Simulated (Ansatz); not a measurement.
# LaBi (model cell, started as zinc blende): phonons and vibrational spectra, part 2 of 2

How does LaBi (model cell, started as zinc blende) vibrate, and is this structure a minimum?

Ansatz 0.2.0; DFT PBEsol, scalar-relativistic, plane waves, PAW.

So far. Step 3 (Tight relaxation): The forces vanish by symmetry and the pressure is 0.004 GPa, within the tolerances set. The cell now holds 48.56 Å³/atom. The relaxed cell has a = 7.296 Å (conventional setting).

The structure was built from a prototype and need not be the compound's stable phase.

## 4. Modes at Γ

The zone centre comes first: it holds the modes that light can see, as far as symmetry allows. The response to a homogeneous field gives the Born charges and the dielectric tensor, and its change with displacement the Raman tensors.

Input file input.yaml:

```yaml
crystal:
  lattice:
    - [0.0, 3.6482230817, 3.6482230817]
    - [3.6482230817, 0.0, 3.6482230817]
    - [3.6482230817, 3.6482230817, 0.0]
  atoms:
    - { symbol: La, position: [0.0, 0.0, 0.0] }
    - { symbol: Bi, position: [0.25, 0.25, 0.25] }
kpoints:
  mp_grid: { grid: [8, 8, 8] }
hamiltonian:
  xc: pbesol
scf:
  occupations: { method: fixed }
output:
  eigenvalues: true
phonons:
  method: dfpt
  dielectric: true
  rigid_motions: translations
  raman: true
```

Launch:

```bash
ansatz run input.yaml --threads 4 --pin off --max-ram 7168MiB --backend cpu --events-out ev --progress --plain --runs-dir out
```

Numbers of over 12 decimals in the logs are rounded to 6 here.

The program printed:

```text
[...]
Crystal: 2 atoms, lattice volume = 97.112 Å³
Basis set: ecut = 420 eV, 1917 PW (Γ), exchange–correlation on 72×72×72 points (8 copies of the dense FFT grid, shifted against one another)
Bands: 17, of which v1, the nominal top of the filled ones, is band 13 counted from 1 (12 counted from 0)
Symmetry: 24 space group operations
k-points: 95 of 512 (irreducible under 4 space group operations, time reversal used)
[...]
SCF iter   1: F=—  HF=-18404.145715 eV  |F-HF|=—  |Δ(HF+E_count)|=         —  Δρ=2.72e-3  dr2=1.26e-2  ethr=1.77e-3  ⟨swp⟩=3.2  Hψ=6896  notcnv=0  defer=4
[...]
SCF iter   8: F=-18404.143739 eV  HF=-18404.143739 eV  |F-HF|=3.64e-12  |Δ(HF+E_count)|=  4.40e-10  Δρ=9.37e-8  dr2=9.32e-12  ethr=1.00e-12  ⟨swp⟩=10.3  Hψ=11306  notcnv=0
SCF 1 converged in 8 iterations: F = -18404.143739 eV  dr2 = 9.32e-12
[...]
DFPT response loops at Γ: preconditioner auto → none (the input reference at scf.mixing.eps_inf says where Resta's filter doesn't serve); β = 0.50; Broyden in place of MSR1
── the response to a field inside a basis, on 8×8×8 k-points: an SCF that follows is theirs, and a resumed run solves both again ──
Bands: 14, of which v1, the nominal top of the filled ones, is band 13 counted from 1 (12 counted from 0)
k-points: 60
[...]
Eigensolver: Dense (60 Hₖ)
SCF iter   1: F=—  HF=-18404.141283 eV  |F-HF|=—  |Δ(HF+E_count)|=         —  Δρ=3.61e-5  dr2=2.77e-7  ethr=1.00e-1
[...]
SCF iter   4: F=-18404.141285 eV  HF=-18404.141285 eV  |F-HF|=1.09e-10  |Δ(HF+E_count)|=   5.20e-9  Δρ=4.27e-7  dr2=6.81e-11  ethr=1.84e-10
SCF 1 converged in 4 iterations: F = -18404.141285 eV  dr2 = 6.81e-11
[...]
SCF converged after 8 iterations
Free energy (F): -18404.143739 eV
[...]
Internal energy: -18404.143739 eV  (E = F + TS)
E sigma→0 (E₀):  -18404.143739 eV
Fermi energy:    5.998563 eV
[...]
--- Band table (eV; the first three rows and the last of 95) ---
  k-point 0: bands = [... 9 lower, -3.5093, 5.0337, 5.0337, 5.0337, 7.2049, 8.0111, 8.0111, 8.0111]
  k-point 1: bands = [... 9 lower, -3.4520, 4.8557, 5.0869, 5.0869, 7.4749, 7.9961, 7.9961, 8.0049]
  k-point 2: bands = [... 9 lower, -3.3163, 4.6371, 5.2078, 5.2078, 7.7632, 7.9571, 7.9571, 7.9957]
  k-point 94: bands = [... 9 lower, -3.0016, 4.8835, 4.9712, 5.9986, 7.1519, 7.9553, 7.9687, 8.0136]
--- Phonons (Γ-DFPT): 2 representative perturbations + reference, on 95 of 512 k-points (Σ response iterations 6) ---
  k mesh reduced under 4 symmetry operations, with k and −k counted as one. Each operation leaves every solved perturbation unchanged. A smaller set is not considered because the run solves the response to a homogeneous field
  ASR residual: 1.577e-4 → 0.000e0 eV/Å²; symmetrization residual: 2.384e-5 eV/Å²
  ASR residual per site (eV/Å²): 1.58e-4 2.40e-5
  Γ frequencies (cm⁻¹): 0.00 0.00 0.00 117.29 117.29 117.29
  ε∞ (high-frequency dielectric tensor):
        9.162048     0.000000    -0.000000
        0.000000     9.162048    -0.000000
       -0.000000    -0.000000     9.162048
  ε⁰ (static dielectric tensor: ions relaxed, cell fixed):
       12.915860     0.000000    -0.000000
        0.000000    12.915860    -0.000000
       -0.000000    -0.000000    12.915860
  ε⁰ − ε∞ (ionic part):
        3.753812    -0.000000    -0.000000
       -0.000000     3.753812    -0.000000
       -0.000000    -0.000000     3.753812
  softest optical mode at Γ: 117.29 cm⁻¹; the repairs (sum rule, projections) moved no ω² at Γ by more than (0.77 cm⁻¹)²
  Born effective charges Z* (e; rows j = field, columns β = displacement):
    site 0:
         2.91629    0.00000   -0.00000
        -0.00000    2.91629    0.00000
        -0.00000    0.00000    2.91629
    site 1:
        -2.91629   -0.00000    0.00000
         0.00000   -2.91629   -0.00000
         0.00000   -0.00000   -2.91629
  Z* charge neutrality: 1.554e-4 e pre-enforcement
  solved inside a basis spanned on kpoints, on 8×8×8 k-points transformed towards the longest dipole: ε∞ is read to err by 2.6e-2, Z* by 1.6e-2 e (field_mesh: kpoints solves on kpoints); Z* is corrected for what the basis lacks
  Raman tensors (in the event stream and the table raman_tensors.tsv): an entry may err by 8.5e-2 Å², one of the second-order susceptibility by 1.7e0 pm/V (basis, points and sum rule); their sum over the sites missed zero by 2.034e-5 Å² ahead of its enforcement
  optical modes at Γ without the LO–TO term, one row a degenerate level:
      ω (cm⁻¹)  modes    IR ((D/Å)²/amu)  static Raman (Å⁴/amu)  depolarisation
        117.29      3             7.0544               140.2921           0.750
  optical modes at Γ + LO–TO along q̂ = [1.0000, 0.0000, 0.0000]:
      ω (cm⁻¹)  modes    IR ((D/Å)²/amu)  static Raman (Å⁴/amu)  depolarisation
        117.29      2             4.7029                93.5280           0.750
        139.26      1             2.3515                34.2369           0.750
  optical modes at Γ + LO–TO along q̂ = [0.0000, 1.0000, 0.0000]:
      ω (cm⁻¹)  modes    IR ((D/Å)²/amu)  static Raman (Å⁴/amu)  depolarisation
        117.29      2             4.7029                93.5280           0.750
        139.26      1             2.3515                34.2369           0.750
  optical modes at Γ + LO–TO along q̂ = [0.0000, 0.0000, 1.0000]:
      ω (cm⁻¹)  modes    IR ((D/Å)²/amu)  static Raman (Å⁴/amu)  depolarisation
        117.29      2             4.7029                93.5280           0.750
        139.26      1             2.3515                34.2369           0.750
```

Run time: 1.8 min. Hardware: 4 threads of Arm Neoverse V2, shared host; peak memory 1.3 GiB.

Numbers from this step:

```yaml
sum_rule_residual_before_enforcement: 1.58e-4 eV/Å²
miss_of_the_charge_sum_rule: 1.55e-4 e
estimated_error_of_the_dielectric_tensor: 0.02569
estimated_error_of_the_born_charges: 0.01583 e
point_group: -43m
highest_optical_mode_at_the_zone_centre_no_lo_to_term: 117.3 cm⁻¹
lowest_optical_zone_centre_mode: 117.3 cm⁻¹
mean_high_frequency_dielectric_constant: 9.162
largest_born_charge_third_of_the_trace: 2.916 e
mean_static_dielectric_constant: 12.92
top_of_the_zone_centre_spectrum_with_the_field: 139.3 cm⁻¹
```

Without the LO-TO term. Patterns of degenerate modes are one choice out of their space. Modes at Γ, with each element's share of the kinetic energy:

| mode | frequency (cm⁻¹) | symmetry | La % | Bi % |
| --- | --- | --- | --- | --- |
| 1 | 0.0 | acoustic | 40 | 60 |
| 2 | 0.0 | acoustic | 40 | 60 |
| 3 | 0.0 | acoustic | 40 | 60 |
| 4 | 117.3 | T2 | 60 | 40 |
| 5 | 117.3 | T2 | 60 | 40 |
| 6 | 117.3 | T2 | 60 | 40 |

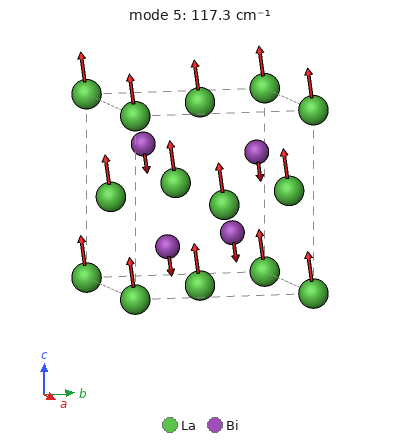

Displacement patterns of mode 5 at Γ; arrows are exaggerated. Some periodic images of atoms are drawn too.

Optical modes at the zone centre, without and with the macroscopic field of the longitudinal modes; each column is sorted by frequency, so a row need not hold one and the same mode. Modes with and without the field, by row:

| rank among optical modes | no field (cm⁻¹) | q along (1, 0, 0) (cm⁻¹) |
| --- | --- | --- |
| 1 | 117.3 | 117.3 |
| 2 | 117.3 | 117.3 |
| 3 | 117.3 | 139.3 |

Born charge (rows field, columns displacement) (e), principal values of the symmetric part by kind of site:

| atom | atoms with these values | low | middle | high | mean |
| --- | --- | --- | --- | --- | --- |
| La1 | 1 | 2.92 | 2.92 | 2.92 | 2.92 |
| Bi2 | 1 | -2.92 | -2.92 | -2.92 | -2.92 |

In full for La1:

```
2.92 0.00 0.00
0.00 2.92 0.00
0.00 0.00 2.92
```

High-frequency dielectric tensor:

```
9.16 0.00 0.00
0.00 9.16 0.00
0.00 0.00 9.16
```

Static dielectric tensor (ions relaxed, fixed cell):

```
12.92  0.00  0.00
 0.00 12.92  0.00
 0.00  0.00 12.92
```

Transverse modes. Infrared lines, with heights relative to the strongest:

| position (cm⁻¹) | label | relative intensity |
| --- | --- | --- |
| 117 | T2 | 100 |

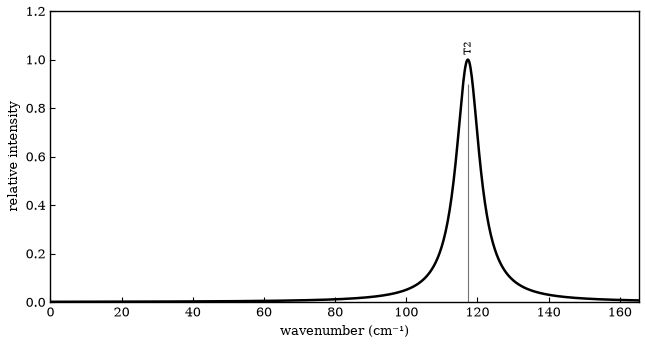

The infrared spectrum, broadened with Lorentzians of width 8 cm⁻¹; bars mark the lines.

Activity x (w_L - w)^4 (n + 1)/w, 532 nm, 300 K; the tensors are static ones, while 532 nm light lies above the computed direct gap, where resonance would change the heights; modes without the macroscopic field alone. Lines of the Raman spectrum (strongest = 100):

| position (cm⁻¹) | label | relative intensity |
| --- | --- | --- |
| 117 | T2 | 100 |

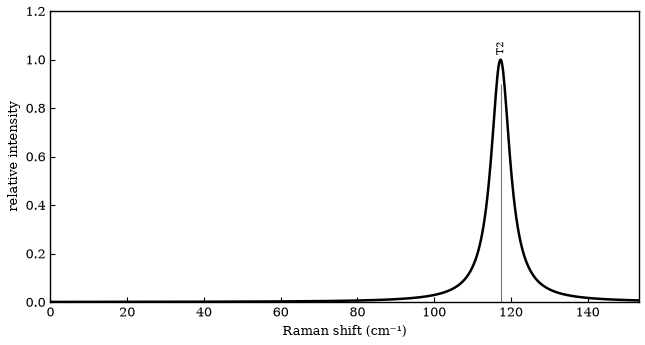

The Raman spectrum, broadened with Lorentzians of width 6 cm⁻¹; bars mark the lines.

Static second-order susceptibility (pm/V), twice the coefficient d of second-harmonic generation. Second order susceptibility, by row:

| field along | xx | yy | zz | yz | xz | xy |
| --- | --- | --- | --- | --- | --- | --- |
| x | 0 | 0 | 0 | 275.9 | 0 | 0 |
| y | 0 | 0 | 0 | 0 | 275.9 | 0 |
| z | 0 | 0 | 0 | 0 | 0 | 275.9 |

Before it was imposed, the acoustic sum rule was missed by 1.6e-4 eV/Å² and the charge sum rule by 1.6e-4 e. Small misses are needed for a sound result but don't prove that mesh and cutoff are converged. The lowest optical mode is real, 117 cm⁻¹.

## 5. The dispersion

Stability and thermal properties need the whole zone. Linear response on a 4×4×4 q mesh gives force constants as far as a supercell of that size would, and the tensors from the zone-centre run are typed in so that the long-range dipole term is interpolated apart.

input.yaml, the sections that differ from step 4:

```yaml
phonons:
  method: dfpt
  qmesh: [4, 4, 4]
  temperatures: { t_max: 1000, t_step: 50 }
  qpath:
    path:
      - [[0.0, 0.0, 0.0], [-0.5, -0.5, 0.0], [-0.375, -0.375, 0.25]]
      - [[-0.375, 0.0, 0.375], [0.0, 0.0, 0.0], [0.0, 0.0, 0.5], [-0.5, -0.25, 0.25], [-0.5, -0.5, 0.0]]
    npoints: 10
  non_analytic_term:
    high_frequency_dielectric_tensor: [[9.162, 0.0, 0.0], [0.0, 9.162, 0.0], [0.0, 0.0, 9.162]]
    born_effective_charges:
      - { species: La, tensor: [[2.9163, 0.0, 0.0], [0.0, 2.9163, 0.0], [0.0, 0.0, 2.9163]] }
      - { species: Bi, tensor: [[-2.9163, 0.0, 0.0], [0.0, -2.9163, 0.0], [0.0, 0.0, -2.9163]] }
    source: "zone-centre run at this cell"
# crystal, kpoints, hamiltonian, scf, output: as in step 4
```

The program printed:

```text
Warning: phonons: the dynamical matrix that this run interpolates holds no multipole term above the dipole-dipole one, and a site of this crystal is no centre of inversion, so its interpolated transverse optical and acoustic branches and sound speeds can stay off near Gamma, and the density of states and the thermodynamics with them. What a run solves at a wave vector of phonons.qpoints, Gamma apart, where the deck admits one, is free of this, and under fd what a larger phonons.supercell samples
[...]
Crystal: 2 atoms, lattice volume = 97.112 Å³
Basis set: ecut = 420 eV, 1917 PW (Γ), exchange–correlation on 72×72×72 points (8 copies of the dense FFT grid, shifted against one another)
Bands: 17, of which v1, the nominal top of the filled ones, is band 13 counted from 1 (12 counted from 0)
Symmetry: 24 space group operations
k-points: 29 of 512 (time reversal used)
[...]
SCF iter   1: F=—  HF=-18404.145794 eV  |F-HF|=—  |Δ(HF+E_count)|=         —  Δρ=2.71e-3  dr2=1.26e-2  ethr=1.77e-3  ⟨swp⟩=3.2  Hψ=2104  notcnv=0  defer=2
[...]
SCF iter   8: F=-18404.143739 eV  HF=-18404.143739 eV  |F-HF|=3.64e-12  |Δ(HF+E_count)|=  4.91e-10  Δρ=9.98e-8  dr2=9.06e-12  ethr=1.00e-12  ⟨swp⟩=8.2  Hψ=3677  notcnv=0
SCF 1 converged in 8 iterations: F = -18404.143739 eV  dr2 = 9.06e-12
[...]
NSCF: frozen V_eff on 29 k-points
[...]
DFPT response loops at q = (0, 0, 0) (fractional): preconditioner auto → none (the input reference at scf.mixing.eps_inf says where Resta's filter doesn't serve); β = 0.50; Broyden in place of MSR1
[...]
SCF converged after 8 iterations
Free energy (F): -18404.143739 eV
[...]
Internal energy: -18404.143739 eV  (E = F + TS)
E sigma→0 (E₀):  -18404.143739 eV
Fermi energy:    5.998563 eV
[...]
--- Band table (eV; the first three rows and the last of 29) ---
  k-point 0: bands = [... 9 lower, -3.5093, 5.0337, 5.0337, 5.0337, 7.2049, 8.0111, 8.0111, 8.0111]
  k-point 1: bands = [... 9 lower, -3.4520, 4.8557, 5.0869, 5.0869, 7.4749, 7.9961, 7.9961, 8.0049]
  k-point 2: bands = [... 9 lower, -3.3163, 4.6371, 5.2078, 5.2078, 7.7632, 7.9571, 7.9571, 7.9957]
  k-point 28: bands = [... 9 lower, -3.0016, 4.8835, 4.9712, 5.9986, 7.1519, 7.9553, 7.9687, 8.0136]
--- Phonons (Γ-DFPT): 2 representative perturbations + reference (Σ response iterations 6) ---
  ASR residual: 2.007e-4 → 0.000e0 eV/Å²; symmetrization residual: 2.459e-5 eV/Å²
  ASR residual per site (eV/Å²): 2.01e-4 3.48e-5
  Γ frequencies (cm⁻¹): 0.00 0.00 0.00 117.29 117.29 117.29
--- Phonons (arbitrary-q DFPT): 8 irreducible q on the 4×4×4 mesh ---
  q = [0.0000, 0.0000, 0.0000] (star 1, of the zone-centre solve; hermiticity 1.16e-5, symmetrization 1.31e-12): -0.00 0.00 0.00 117.29 117.29 117.29
  q = [0.0000, 0.0000, 0.2500] (star 8, 2 solved perturbations on 288 of 512 k-point pairs; hermiticity 9.03e-6, symmetrization 8.07e-13): 1.97 1.97 45.89 118.71 118.71 133.64
[...]
q = [0.0000, 0.2500, 0.2500] (star 6, 4 solved perturbations in 528 linear systems a pass and spin channel, the states on 164 of 512 k-point pairs; hermiticity 6.74e-6, symmetrization 4.20e-13): 11.40 11.40 51.50 117.73 117.73 131.58
[...]
sum rule: each row above includes the acoustic sum rule's correction from the zone centre's row sums; it moved no ω² by more than (0.63 cm⁻¹)²
  mesh force constants: q→R imaginary residual 2.24e-18; ASR residual 2.007e-4 → 0.000e0 eV/Å²; symmetrization residual 1.776e-15 eV/Å²
  interpolated dispersion: 63 rows × 6 modes
  density of states and harmonic sums: on the 16×16×16 q-mesh, interpolated from the force constants of a 4×4×4 supercell (with the dipole–dipole term of supplied tensors)
  largest difference from the sums on the solved wave vectors: F 5.54e-2 eV, S 5.92e-5 and C_V 4.02e-6 eV/K
  zero-point energy: 0.028724 eV/cell   skipped modes (ω ≤ 0): 27, of them read as no rigid motion or as one in doubt: 24 (9.082e-2 modes/cell left out, lowest -7.87 cm⁻¹)   left out of the sums: 1.53e-2 of the cell's modes: C_V's classical limit lies that fraction below 3 k_B per atom; for a crystal, a wire or a layer, F and S can be off by more, and a phonons.interpolated_qmesh denser along its periods is the remedy for the sampling
```

The job ended after 3.1 min (4 threads; peak memory 2.3 GiB; 12 min of CPU time).

Numbers from this step:

```
sum-rule residual before enforcement                    : 2.01e-4 eV/Å²
lowest frequency on the path                            : -7.439 cm⁻¹
highest frequency on the path or at a solved wavevector : 139.3 cm⁻¹
lowest mode on the q mesh (acoustic modes at Γ apart)   : 1.97 cm⁻¹
```

Frequencies (cm⁻¹) solved at each irreducible wavevector; negative means imaginary. Frequencies by wavevector, by row:

| q in reciprocal lattice units | star | mode 1 | mode 2 | mode 3 | mode 4 | mode 5 | mode 6 |
| --- | --- | --- | --- | --- | --- | --- | --- |
| 0 0 0 | 1 | 0 | 0 | 0 | 117.3 | 117.3 | 117.3 |
| 0 0 0.25 | 8 | 2 | 2 | 45.9 | 118.7 | 118.7 | 133.6 |
| 0 0 -0.5 | 4 | 5.3 | 5.3 | 72.4 | 120.2 | 120.2 | 123.2 |
| 0 0.25 0.25 | 6 | 11.4 | 11.4 | 51.5 | 117.7 | 117.7 | 131.6 |
| 0 0.25 -0.5 | 24 | 14.9 | 28.1 | 75.4 | 117.2 | 119 | 120.2 |
| 0 0.25 -0.25 | 12 | 9.3 | 28.7 | 66.3 | 118.5 | 120 | 123 |
| 0 -0.5 -0.5 | 3 | 20.3 | 20.3 | 86 | 114.3 | 117.9 | 117.9 |
| 0.25 -0.5 -0.25 | 6 | 27.1 | 30.6 | 85.2 | 108.4 | 119.1 | 120.1 |

Interpolated from a 4×4×4 q mesh, with the LO-TO term (at Γ the limit along the path; where Γ stands inside the path, tables give the limit on arrival). Phonon branches along the path, in cm⁻¹:

| point | branch 1 | branch 2 | branch 3 | branch 4 | branch 5 | branch 6 |
| --- | --- | --- | --- | --- | --- | --- |
| Γ | 0 | 0 | 0 | 117 | 117 | 139 |
| X | 20 | 20 | 86 | 114 | 118 | 118 |
| U | 15 | 32 | 84 | 111 | 119 | 120 |
| jump to K | 15 | 32 | 84 | 111 | 119 | 120 |
| Γ | 0 | 0 | 0 | 117 | 117 | 139 |
| L | 5 | 5 | 72 | 120 | 120 | 123 |
| W | 27 | 31 | 85 | 108 | 119 | 120 |
| X | 20 | 20 | 86 | 114 | 118 | 118 |

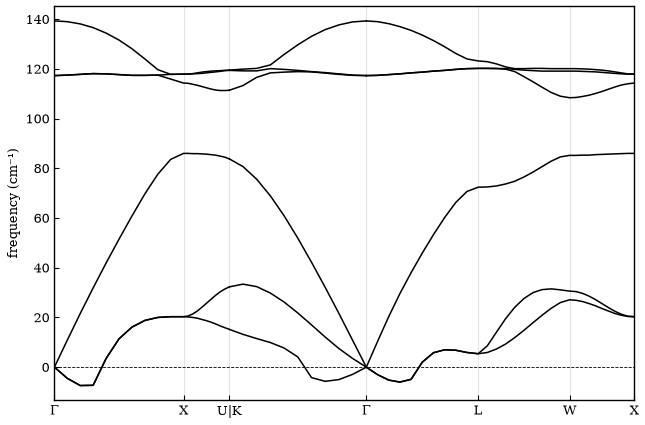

Phonon branches along the path.

The phonon density of states has structure finer than the step of the table below, so its rows give means over 10 cm⁻¹, whole bins alone (the curve runs from -9 to 139 cm⁻¹). Peaks (cm⁻¹: height): 119.0: 0.759.

Tetrahedra on a 16×16×16 mesh, mean over bins of 2 cm-1. Interpolated from a 4×4×4 q mesh. Phonon density of states against wavenumber; means over each step:

| wavenumber (cm⁻¹) | phonon density of states (1/cm⁻¹/cell) |
| --- | --- |
| 0 | 0.0116 |
| 10 | 0.0606 |
| 20 | 0.0790 |
| 30 | 0.0493 |
| 40 | 0.00498 |
| 50 | 0.00871 |
| 60 | 0.0147 |
| 70 | 0.0305 |
| 80 | 0.0347 |
| 90 | 0.00259 |
| 100 | 0 |
| 110 | 0.0239 |
| 120 | 0.244 |
| 130 | 0.0275 |

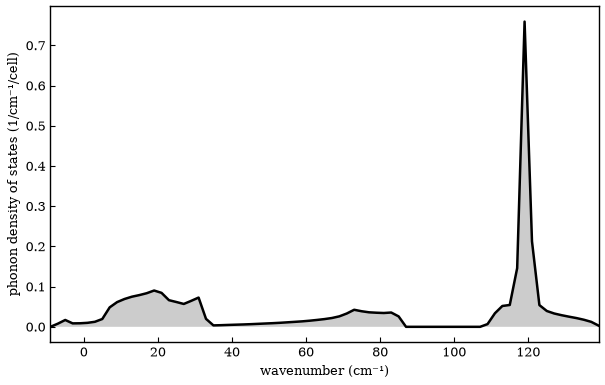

Phonon density of states, plotted against wavenumber.

The partial phonon density of states has structure finer than the step of the table below, so its rows give means over 10 cm⁻¹, whole bins alone (the curve runs from -17.3 to 153 cm⁻¹). Peaks (cm⁻¹: height): Bi 19.1: 0.0565, 75.8: 0.0305, 119.6: 0.129; La 119.6: 0.270.

Phonopy on the run's constants, 13x13x13 mesh, Gaussian sigma 2.0 cm-1. Interpolated from a 4×4×4 q mesh. The partial phonon density of states by wavenumber; means over each step; values in 1/cm⁻¹/cell:

| wavenumber (cm⁻¹) | Bi | La |
| --- | --- | --- |
| -10 | 0.00286 | 0.00181 |
| 0 | 0.00731 | 0.00440 |
| 10 | 0.0388 | 0.0212 |
| 20 | 0.0511 | 0.0259 |
| 30 | 0.0340 | 0.0157 |
| 40 | 0.00385 | 0.00209 |
| 50 | 0.00581 | 0.00295 |
| 60 | 0.0105 | 0.00450 |
| 70 | 0.0225 | 0.00700 |
| 80 | 0.0288 | 0.00459 |
| 90 | 0.00425 | 1.8e-4 |
| 100 | 1.4e-6 | 5.1e-5 |
| 110 | 0.00507 | 0.0255 |
| 120 | 0.0741 | 0.161 |
| 130 | 0.00890 | 0.0195 |
| 140 | 0.00203 | 0.00342 |

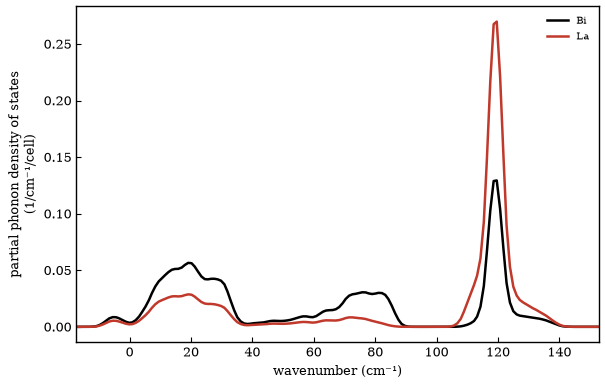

Partial phonon density of states against wavenumber.

Second derivatives of the energy by pair, one row for each kind of neighbour of each atom listed. Each entry sums the pair over the periodic images of the supercell that the q mesh stands for, and in a polar crystal it holds the long-range dipole part too. Force constants by pair, by row:

| atom | neighbour | distance (Å) | third of the trace (eV/Å²) | along the pair's line (eV/Å²) |
| --- | --- | --- | --- | --- |
| La1 | itself | 0 | 5.318 | – |
| La1 | Bi | 3.159 | -1.157 | -3.205 |
| La1 | La | 5.159 | -0.0491 | -0.296 |
| La1 | Bi | 6.05 | -0.0197 | 0.1062 |
| La1 | La | 7.296 | -0.0174 | -0.0825 |
| Bi2 | itself | 0 | 4.481 | – |
| Bi2 | La | 3.159 | -1.157 | -3.205 |
| Bi2 | Bi | 5.159 | 0.0175 | -0.2459 |
| Bi2 | La | 6.05 | -0.0197 | 0.1062 |
| Bi2 | Bi | 7.296 | -0.0139 | -0.0598 |

Symmetry leaves 8 wavevectors to solve. The lowest mode among them, the acoustic zeros apart, lies at q = (0, 0, 0.25) and is real, 2.0 cm⁻¹. Between them the interpolated path dips to 7i cm⁻¹.

## 6. Outcome

```yaml
space_group_after_relaxation_within_0p01_a: F-43m
volume_per_atom: 48.6 Å³
gap_on_the_k_mesh: 1.15 eV
highest_optical_mode_at_the_zone_centre_no_lo_to_term: 117 cm⁻¹
top_of_the_zone_centre_spectrum_with_the_field: 139 cm⁻¹
lowest_optical_zone_centre_mode: 117 cm⁻¹
mean_high_frequency_dielectric_constant: 9.16
mean_static_dielectric_constant: 12.9
largest_born_charge_third_of_the_trace: 2.92 e
lowest_mode_on_the_q_mesh_acoustic_modes_at_gamma_apart: 2.0 cm⁻¹
highest_frequency_on_the_path_or_at_a_solved_wavevector: 139 cm⁻¹
imaginary_modes_on_the_4x4x4_q_mesh: none
```

What this shows: No mode is imaginary at the 8 irreducible wavevectors solved, but between them the interpolated path dips to 7.4i cm⁻¹, so stability is not settled. Without the field, the optical modes at Γ form one degenerate level at 117 cm⁻¹. With the macroscopic field of the longitudinal modes the top of the zone-centre spectrum lies at 139 cm⁻¹, against 117 cm⁻¹ without it. Lattice motion raises the mean dielectric constant from 9.162 to 12.92. The strongest infrared line is at 117 cm⁻¹. Averaged over orientations, the strongest Raman line at 532 nm and 300 K is at 117 cm⁻¹, among the modes without the field; their longitudinal partners can be Raman active too. The tensors are the static, non-resonant ones, while 532 nm light (2.33 eV) lies above the computed gap. The program warns that the interpolation holds no quadrupole term, so branches close to Γ can be off in this crystal. Spin-orbit coupling is left out, which can matter for the heavy elements here. The starting cell was built on a prototype and not taken from a measurement, so the phase need not exist. These are harmonic frequencies at zero temperature: anharmonic shifts, linewidths and thermal expansion are left out.

[Logs are printed without paths, hosts, clocks, repeated set-up lines and the standing remarks that a program may print on its own settings, such as how far it seeks lower states.]

[Hosts, paths, dates, database ids (printed as entryN), source tags and the programs' standing remarks are cut or masked in the printed files.]
